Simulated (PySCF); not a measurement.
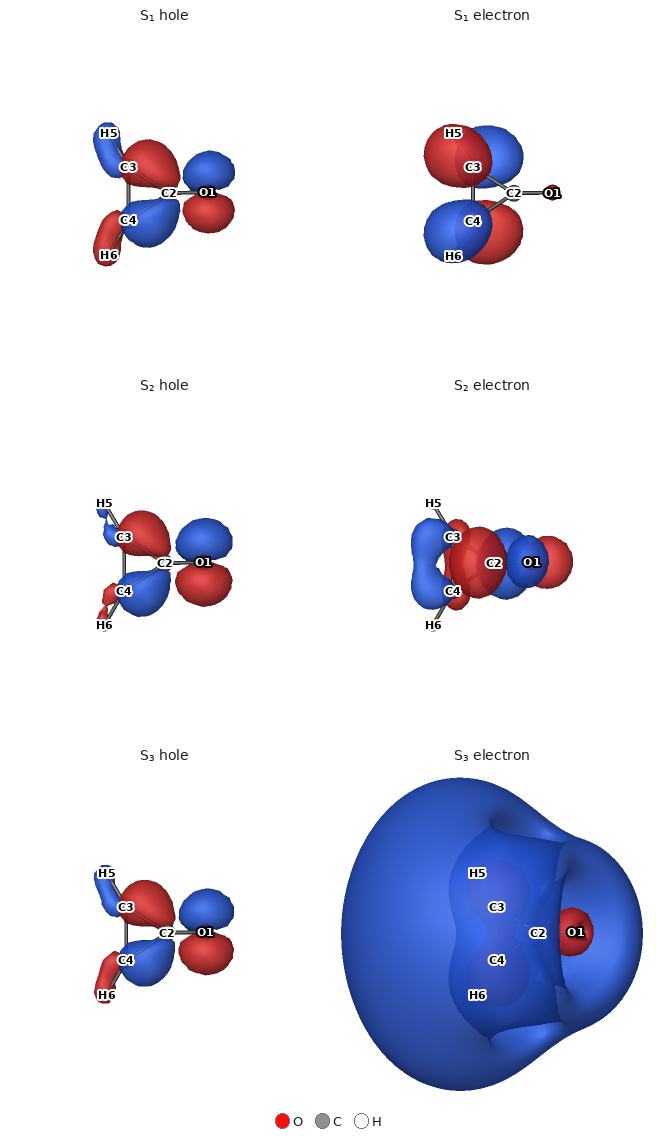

Figure 1: C$_{3}$H$_{2}$O, SMILES `O=C1C=C1`. Leading natural transition orbitals (full linear response singlet states).

Level of theory: BHandHLYP/aug-cc-pVDZ (PySCF), at a geometry from GFN2-xTB. No frequency check shows the geometry to be a minimum.

Geometry (Å), atoms numbered from 1:

```
O1      -1.5247   -0.0000    0.0000
C2      -0.3353    0.0001    0.0000
C3       0.9270   -0.6746    0.0000
C4       0.9271    0.6745    0.0000
H5       1.5425   -1.5468    0.0000
H6       1.5425    1.5468    0.0000
```

### Give the energy and character of each state.

By state:
- S₁: 4.73 eV (262 nm), f = 0.000 (very weak), σ or n → π*; the leading pair carries 100 %; hole on O1 (39 %) and C2, C3 and C4 (18 % each), electron on C3 and C4 (38 % each), C2 (9 %) and H5 and H6 (7 % each); their centroids lie 1.2 Å apart.
- S₂: 5.83 eV (213 nm), f = 0.000 (dark), σ or n → π*; the leading pair carries 99 %; hole on O1 (54 %), C2 (14 %) and C3 and C4 (13 % each), electron on C2 (40 %), O1 (26 %) and C3 and C4 (14 % each); their centroids lie 0.5 Å apart.
- S₃: 6.59 eV (188 nm), f = 0.002, σ or n → diffuse (Rydberg-like) orbital; the leading pair carries 91 %; hole on O1 (47 %) and C2, C3 and C4 (16 % each), electron on C3 and C4 (23 % each), H5 and H6 (16 % each) and C2 (15 %) (atom shares of so diffuse an orbital are rough); their centroids lie 1.8 Å apart.

The PySCF run took 2.1 min on 1 thread of Intel(R) Xeon(R) 6975P-C (Granite Rapids), on a shared host, peak memory 0.63 GiB.
